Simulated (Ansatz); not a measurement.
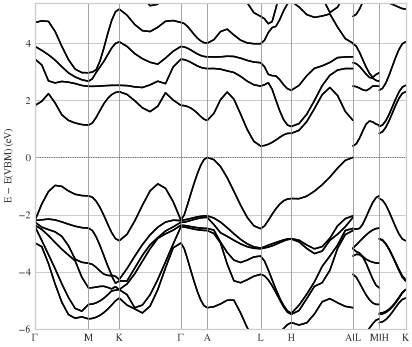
Band structure from r²SCAN+D4 with spin–orbit coupling in the plane-wave PAW code Ansatz

Question: Read off the gap and where the band edges lie.

Answer: About 0.4 eV (0.40 eV by a search for the band edges); maximum at A, minimum at L.

The material is MgSnS2 in space group P-3m1 (No. 164; S on 2d, Sn on 1a, Mg on 1b).

The cell is a constructed one: a structure type filled with these elements; neither database checked (COD, Materials Project) lists it. Its standing as an ambient phase is unchecked. Symmetry was held in the r²SCAN+D4 relaxation; whether a distortion lowers the energy is not shown.

Potentials: the later of the program's two PAW sets.
